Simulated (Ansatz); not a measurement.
# ZrTi3C4: from a guess to a relaxed structure

Aim: relax a trial structure of ZrTi3C4 and see where it ends.

Computed with Ansatz 0.2.0 (DFT PBE, scalar-relativistic, plane waves, PAW, unless a step's input says otherwise).

1 further run of the same task is left out (it didn't finish). Runs told in other sessions of the task aren't counted.

### Step 1. The structure to begin with

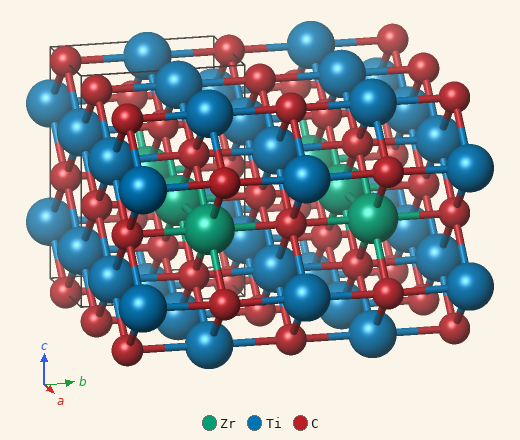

The starting structure, seen slightly off an axis (zirconium teal, titanium blue, carbon red). 3×2×1 cells are drawn. Atoms on the faces are drawn again on the opposite ones.

Structure file:

```cif
data_structure
_symmetry_space_group_name_H-M 'Pmmm'
_symmetry_Int_Tables_number 47
_cell_length_a 3.1379
_cell_length_b 4.4471
_cell_length_c 6.2747
_cell_angle_alpha 90.000
_cell_angle_beta 90.000
_cell_angle_gamma 90.000
_cell_volume 87.56
loop_
_atom_site_label
_atom_site_type_symbol
_atom_site_symmetry_multiplicity
_atom_site_Wyckoff_symbol
_atom_site_fract_x
_atom_site_fract_y
_atom_site_fract_z
_atom_site_occupancy
Zr1 Zr 1 h 0.50000 0.50000 0.50000 1
Ti1 Ti 2 q 0.00000 0.00000 0.24413 1
Ti2 Ti 1 f 0.50000 0.50000 0.00000 1
C1 C 2 r 0.00000 0.50000 0.76284 1
C2 C 1 b 0.50000 0.00000 0.00000 1
C3 C 1 d 0.50000 0.00000 0.50000 1
```

The start is the relaxed end of an invented cell (made as: elements ordered on the sites of the TiC type, Ti/Zr on Ti (Pmmm, No. 47)), taken up again for a closer look.

### Step 2. A first look at the guess

File input.yaml:

```yaml
crystal:
  lattice:
    - [3.1379051, 0.0, 0.0]
    - [0.0, 4.4470501, 0.0]
    - [0.0, 0.0, 6.2747391]
  atoms:
    - { symbol: Zr, position: [0.5, 0.5, 0.5] }
    - { symbol: Ti, position: [0.0, 0.0, 0.244125] }
    - { symbol: Ti, position: [0.0, 0.0, 0.755875] }
    - { symbol: Ti, position: [0.5, 0.5, 0.0] }
    - { symbol: C, position: [0.0, 0.5, 0.762841] }
    - { symbol: C, position: [0.5, 0.0, 0.0] }
    - { symbol: C, position: [0.0, 0.5, 0.237159] }
    - { symbol: C, position: [0.5, 0.0, 0.5] }
basis:
  ecutwfc: 420
kpoints:
  mp_grid: { grid: [6, 4, 4] }
hamiltonian:
  xc: pbe
scf:
  occupations: { method: gaussian, width: 0.1 }
  lower_state_search: "off"
output:
  forces: true
  stress: true
  eigenvalues: true
```

Started as:

```bash
$ ansatz run input.yaml --threads 4 --pin off --max-ram 8192MiB --backend cpu --events-out ev --progress --plain --runs-dir out
```

The log of the run, shortened:

```text
Warning: RAYON_NUM_THREADS=4 ignored (pool sized by the plan → 4); use --threads N
[...]
Pseudopotentials: kind: paw
Pseudopotential: Zr, paw, valence charge 12, recommended cutoff 420 eV (normal), Zr.paw.azcp
Pseudopotential: Ti, paw, valence charge 12, recommended cutoff 420 eV (normal), Ti.paw.azcp
Pseudopotential: C, paw, valence charge 4, recommended cutoff 420 eV (normal), C.paw.azcp
Functional definition: PBE
[...]
Crystal: 8 atoms, lattice volume = 87.560 Å³
Basis set: ecut = 420 eV, 1701 PW (Γ), exchange–correlation on 48×60×90 points (8 copies of the dense FFT grid, shifted against one another)
Bands: 40, of which v1, the nominal top of the filled ones, is band 32 counted from 1 (31 counted from 0)
Symmetry: 8 space group operations
Space group: Pmmm (ITA 47), of the structure as read, at distance tolerance 4.4e-5 Å
k-points: 36 of 96
[...]
SCF iter   1: F=—  HF=-12692.853691 eV  |F-HF|=—  |Δ(HF+E_count)|=         —  Δρ=4.24e-3  dr2=1.49e-2  ethr=1.77e-3  ⟨swp⟩=4.1  Hψ=5238  notcnv=0
[...]
SCF iter   6: F=-12692.850439 eV  HF=-12692.850439 eV  |F-HF|=6.71e-8  |Δ(HF+E_count)|=   5.06e-8  Δρ=7.11e-6  dr2=9.02e-8  ethr=1.56e-10  ⟨swp⟩=7.8  Hψ=5916  notcnv=0
[...]
SCF converged after 6 iterations
Free energy (F): -12692.850439 eV
[...]
E sigma→0 (E₀):  -12692.845679 eV
Entropy (-TS):   -0.009521 eV (-1.190 meV/atom)
Fermi energy:    14.559658 eV
[...]
--- Forces (eV/Å), atoms counted from 1 ---
  atom   1  Zr    -0.00000000     0.00000000     0.00000000
  atom   2  Ti     0.00000000     0.00000000    -0.03406103
  atom   3  Ti     0.00000000     0.00000000     0.03406103
  atom   4  Ti     0.00000000     0.00000000     0.00000000
  atom   5  C      0.00000000     0.00000000    -0.00010688
  atom   6  C     -0.00000000     0.00000000     0.00000000
  atom   7  C      0.00000000     0.00000000     0.00010688
  atom   8  C     -0.00000000     0.00000000     0.00000000
[...]
--- Stress (GPa, compression-positive) ---
        0.702219       0.000000       0.000000
        0.000000      -0.439472       0.000000
        0.000000       0.000000      -0.484224
  P = ⅓ Tr σ = -0.0738 GPa (-0.738 kbar)
--- Band table (eV; the first three rows and the last of 36) ---
[...]
```

It took 3.1 s on 4 threads of Arm Neoverse V1, shared host; peak memory 0.47 GiB.

Read-out: pressure -0.1 GPa, largest force 0.03 eV/Å, gap on this mesh none (metal). The coarse relaxation is skipped.

### Step 3. Spin check on a coarse mesh

Changes to input.yaml since step 2:

```diff
@@ -6,6 +6,6 @@
   atoms:
-    - { symbol: Zr, position: [0.5, 0.5, 0.5] }
-    - { symbol: Ti, position: [0.0, 0.0, 0.244125] }
-    - { symbol: Ti, position: [0.0, 0.0, 0.755875] }
-    - { symbol: Ti, position: [0.5, 0.5, 0.0] }
+    - { symbol: Zr, position: [0.5, 0.5, 0.5], spin: 1.0 }
+    - { symbol: Ti, position: [0.0, 0.0, 0.244125], spin: 1.0 }
+    - { symbol: Ti, position: [0.0, 0.0, 0.755875], spin: 1.0 }
+    - { symbol: Ti, position: [0.5, 0.5, 0.0], spin: 1.0 }
     - { symbol: C, position: [0.0, 0.5, 0.762841] }
@@ -27 +27,4 @@
   eigenvalues: true
+  populations: true
+magnetization:
+  spin_polarized: true
```

Started as:

```bash
$ ansatz run input.yaml --threads 4 --pin off --max-ram 8192MiB --backend cpu --events-out ev --progress --plain --runs-dir out
```

The log of the run, shortened:

```text
[...]
SCF converged after 16 iterations
Magnetization: -0.0000 μB (32.0000 up, 32.0000 down)
Absolute magnetization: 0.0000 μB (∫|ρ↑−ρ↓|, with the PAW one-centre terms)
Spin contamination: 0.0000 ħ² per cell (⟨S²⟩ above its minimum at these occupations)
[...]
Free energy (F): -12692.850439 eV
[...]
E sigma→0 (E₀):  -12692.845679 eV
Entropy (-TS):   -0.009521 eV (-1.190 meV/atom)
Fermi energy:    14.559662 eV
[...]
--- Forces (eV/Å), atoms counted from 1 ---
  atom   1  Zr     0.00000000     0.00000000     0.00000000
  atom   2  Ti     0.00000000     0.00000000    -0.03430158
  atom   3  Ti     0.00000000     0.00000000     0.03430158
  atom   4  Ti     0.00000000     0.00000000     0.00000000
  atom   5  C      0.00000000     0.00000000    -0.00002166
  atom   6  C      0.00000000     0.00000000     0.00000000
  atom   7  C      0.00000000     0.00000000     0.00002166
  atom   8  C      0.00000000     0.00000000     0.00000000
[...]
--- Stress (GPa, compression-positive) ---
        0.702144       0.000000       0.000000
        0.000000      -0.439423       0.000000
        0.000000       0.000000      -0.484364
  P = ⅓ Tr σ = -0.0739 GPa (-0.739 kbar)
--- Band table (eV; the first three rows and the last of 72) ---
[...]
--- Löwdin populations: 8 sites ---
  site symbol       q [e]    m [muB]
     0     Zr     11.3533     0.0000
     1     Ti     11.1170    -0.0000
     2     Ti     11.1170    -0.0000
     3     Ti     11.1353     0.0000
     4      C      4.7612    -0.0000
     5      C      4.8039     0.0000
     6      C      4.7612    -0.0000
     7      C      4.7571     0.0000
  spilling = 0.003030 (of n_electrons = 64.000000)
```

Run time: 9.3 s. Hardware: 4 threads of Arm Neoverse V1, shared host; peak memory 0.56 GiB.

By site:

| atom | Löwdin electrons |
| --- | --- |
| Zr1 | 11.35 |
| Ti2 | 11.12 |
| Ti3 | 11.12 |
| Ti4 | 11.14 |
| C5 | 4.76 |
| C6 | 4.80 |
| C7 | 4.76 |
| C8 | 4.76 |

The Löwdin counts miss 0.19 of the 64 electrons, which the atomic orbitals do not span, so they are no charges.

The same cell is solved with trial moments on Ti and Zr. The largest site moment that stays is 0.00 μB and the cell's total 0.00 μB. The workflow keeps spin only above 0.25 μB on a site, so the next run goes without spin.

### Step 4. Full relaxation

File input.yaml:

```yaml
crystal:
  lattice:
    - [3.1379051, 0.0, 0.0]
    - [0.0, 4.4470501, 0.0]
    - [0.0, 0.0, 6.2747391]
  atoms:
    - { symbol: Zr, position: [0.5, 0.5, 0.5] }
    - { symbol: Ti, position: [0.0, 0.0, 0.244125] }
    - { symbol: Ti, position: [0.0, 0.0, 0.755875] }
    - { symbol: Ti, position: [0.5, 0.5, 0.0] }
    - { symbol: C, position: [0.0, 0.5, 0.762841] }
    - { symbol: C, position: [0.5, 0.0, 0.0] }
    - { symbol: C, position: [0.0, 0.5, 0.237159] }
    - { symbol: C, position: [0.5, 0.0, 0.5] }
basis:
  ecutwfc: 420
kpoints:
  mp_grid: { grid: [12, 8, 6] }
hamiltonian:
  xc: pbe
scf:
  occupations: { method: gaussian, width: 0.1 }
output:
  forces: true
  stress: true
  eigenvalues: true
relax:
  adjacent_minimum: "off"
  f_tol: 0.01
  max_steps: 80
  cell: { stress_tol: 0.05 }
```

Started as:

```bash
$ ansatz run input.yaml --threads 4 --pin off --max-ram 8192MiB --backend cpu --events-out ev --progress --plain --runs-dir out
```

The log of the run, shortened:

```text
Warning: RAYON_NUM_THREADS=4 ignored (pool sized by the plan → 4); use --threads N
[...]
[... 5 set-up lines as earlier in the session ...]
[...]
Crystal: 8 atoms, lattice volume = 87.560 Å³
Basis set: ecut = 420 eV, 1701 PW (Γ), exchange–correlation on 48×60×90 points (8 copies of the dense FFT grid, shifted against one another)
Bands: 40, of which v1, the nominal top of the filled ones, is band 32 counted from 1 (31 counted from 0)
[... 2 set-up lines as earlier in the session ...]
k-points: 140 of 576
[...]
        0.000000      -0.010999       0.000000
        0.000000       0.000000      -0.004634
  P = ⅓ Tr σ = -0.0099 GPa (-0.099 kbar)
--- Band table (eV; the first three rows and the last of 140) ---
[...]
--- Relaxed structure (1 steps of the walk, 1 accepted, 1 SCFs on fresh bases) ---
  F+E_penalty+E_count = -12692.83138575 eV   max|allowed force component| = 4.656e-4 eV/Å   (the final SCF, on the basis selected at the relaxed cell)
  cell:  # Å, volume = 87.5604 Å³
    - [3.1379051, 0.0, 0.0]
    - [0.0, 4.4470501, 0.0]
    - [0.0, 0.0, 6.2747391]
  atoms:
    - { symbol: Zr, position: [0.5, 0.49999999999999994, 0.49999999999999994] }
    - { symbol: Ti, position: [0.0, 0.0, 0.24412499999999998] }
    - { symbol: Ti, position: [0.0, 0.0, 0.7558749999999999] }
    - { symbol: Ti, position: [0.5, 0.49999999999999994, 0.0] }
    - { symbol: C, position: [0.0, 0.49999999999999994, 0.7628409999999999] }
    - { symbol: C, position: [0.5, 0.0, 0.0] }
    - { symbol: C, position: [0.0, 0.49999999999999994, 0.23715899999999998] }
    - { symbol: C, position: [0.5, 0.0, 0.49999999999999994] }
```

Run time: 18 s. Hardware: 4 threads of Arm Neoverse V1, shared host; peak memory 0.7 GiB.

Step by step:

| step | energy from step 1 (eV/cell) | largest force component (eV/Å) | pressure (GPa) | volume (Å³) |
| --- | --- | --- | --- | --- |
| 1 | 0.0000 | 0.0005 | -0.01 | 87.56 |
| 2 | 0.0000 | 0.0005 | -0.01 | 87.56 |

Step 1 is the start. Step 2 repeats the geometry before it on a plane-wave basis chosen anew for that cell, so its energy need not be comparable with the rows above.

|  | before | after | change |
| --- | --- | --- | --- |
| a (Å) | 3.138 | 3.138 | 0.0 % |
| b (Å) | 4.447 | 4.447 | 0.0 % |
| c (Å) | 6.275 | 6.275 | 0.0 % |
| volume (Å³/atom) | 10.95 | 10.95 | 0.0 % |
| shortest distance (Å) | 2.162 | 2.162 | 0.0 % |
| space group (0.01 Å) | Pmmm | Pmmm | same |

The run keeps the 8 symmetry operations of the start, so it could not have lowered the symmetry.

### Step 5. Outcome

| quantity | value |
| --- | --- |
| symmetry at the end (tolerance 0.05 Å) | space group Pmmm (No. 47) |
| conventional cell | a = 3.138 Å, b = 4.447 Å, c = 6.275 Å, α = 90.00°, β = 90.00°, γ = 90.00° |
| volume | 10.95 Å³/atom |
| energy over the elements | -0.78 eV/atom |
| gap on the mesh | none (metal) |

**Reading.** The space group Pmmm (No. 47) is kept, at nearly the size of the first guess. It lies below the elements, which doesn't yet make it stable: competing phases were not computed in this session. No finished test with a distortion of lower symmetry is shown, so the end may be a saddle point. Other magnetic orders were not searched.
